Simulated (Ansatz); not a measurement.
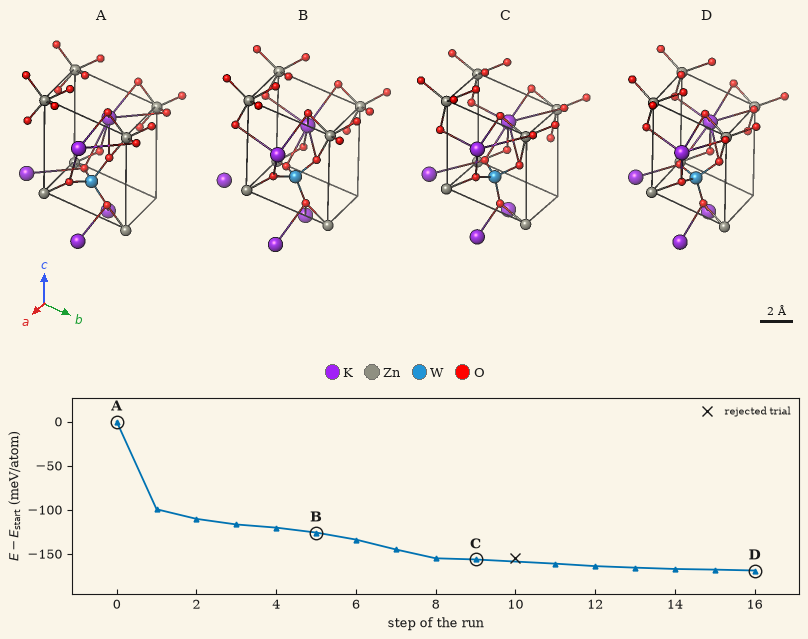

Frames of a relaxation of crystalline KZnWO₄ (a generated structure, set up in P1) (coarse preliminary run), marked on the history of the run. A ball-and-stick model of the cell of the calculation, reduced to other axes, seen slightly off an axis. Lengths and directions refer to the drawn axes.

These are results of DFT PBE, scalar-relativistic, plane waves, PAW (Ansatz), not measurements.

The input:
```yaml
crystal:
  lattice:
    - [-0.0917284799, 4.3128102582, 4.4155017233]
    - [4.4775206222, -0.0479629934, 4.3717362368]
    - [4.4013770954, 4.1929012449, 0.0281805334]
  atoms:
    - { symbol: K, position: [0.7627452305, 0.7276771707, 0.7527278733] }
    - { symbol: Zn, position: [-0.0153510097, -0.0070208662, 0.0017562513] }
    - { symbol: W, position: [0.2164342993, 0.263401524, 0.2534514951] }
    - { symbol: O, position: [0.106619989, 0.1173176894, 0.1540268687] }
    - { symbol: O, position: [0.1722839341, 0.1166915032, 0.6170232076] }
    - { symbol: O, position: [0.1479888684, 0.6303114054, 0.1104960121] }
    - { symbol: O, position: [0.6092786884, 0.1516215736, 0.1105182918] }
basis:
  ecutwfc: 420
kpoints:
  mp_grid: { grid: [4, 4, 4] }
hamiltonian:
  xc: pbe
scf:
  occupations: { method: gaussian, width: 0.2 }
  lower_state_search: "off"
output:
  forces: true
  stress: true
  eigenvalues: true
relax:
  adjacent_minimum: "off"
  f_tol: 0.025
  max_steps: 60
  cell: { stress_tol: 0.25 }
```

Run as
```bash
ansatz run input.yaml --threads 1 --pin off --max-ram 2560MiB --backend cpu --events-out ev --progress --plain --runs-dir out
```

What happens along the run?

Answer. The run was cut off at its time limit before the relaxation converged, so the last structure is only a point on the way. After 15 accepted moves (16 points after the start) the energy has fallen by 169 meV per atom. Largest force component: 2.9 eV/Å at the start, 0.2 eV/Å at the end. Pressure: −4.15 GPa at the start and −0.14 GPa at the end. The line search rejected the trial step at point 10 of the run. O6 moves most relative to the cell: 0.77 Å along [1 −3 0]. By element the largest moves are O 0.77 Å, K 0.23 Å, W 0.20 Å, Zn 0.07 Å. The drawn cell changes as follows: a 6.071 → 5.946 Å (−2.1 %), b 6.079 → 5.537 Å (−8.9 %), c 6.173 → 5.947 Å (−3.7 %), α 118.3° → 118.8°, β 91.3° → 91.8°, γ 118.0° → 118.6°; the volume changes by −15.7 %. Some distances before and after: K1–O6 3.676 → 2.878 Å, K1–O7 3.773 → 2.999 Å, K1–O4 3.536 → 2.844 Å, K1–O5 3.477 → 2.838 Å. New bonds form: K1–O7 (3.77 → 3.00 Å). Bond angles that change, for instance: Zn2–O4–W3 173.0° → 135.2°, Zn2–O7–W3 171.8° → 135.0°, Zn2–O6–W3 163.8° → 134.1°. The space group stays P1 (No. 1). From step 0 to 5: K1 moves most (0.57 Å), volume −2.2 %, energy −126 meV per atom. From step 5 to 9: O4 moves most (0.48 Å), volume −9.5 %, energy −30.5 meV per atom. From step 9 to 16: O6 moves most (0.52 Å), volume −4.7 %, energy −12.5 meV per atom.
